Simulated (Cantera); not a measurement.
A closed system holds: 1 mol acetone, a varied amount of NH3, at 2623.15 K and 1.00 bar.

Cantera equilibrium calculation (NASA polynomials, part measured and part estimated; ideal gas, pure solids and liquids). Candidate condensed phases: C, C6H6, C7H8, C8H18, H2O; 136 gas species. The feed counts by its element totals alone. Rates play no part.

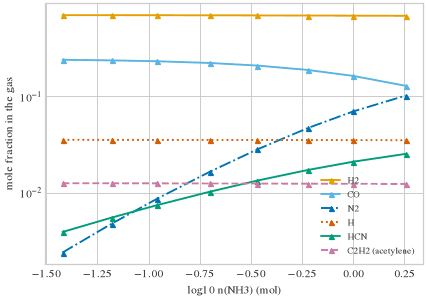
*Equilibrium gas composition (values under 1e-9 drawn at 1e-9)*

From 0.038 mol NH3 to 1.8 mol NH3 the condensed part is C(graphite). The main C-bearing gas is CO throughout. The share of C in condensed phases is highest at 0.038 mol NH3 (62.5 %) and lowest at 1.8 mol NH3 (52.8 %).
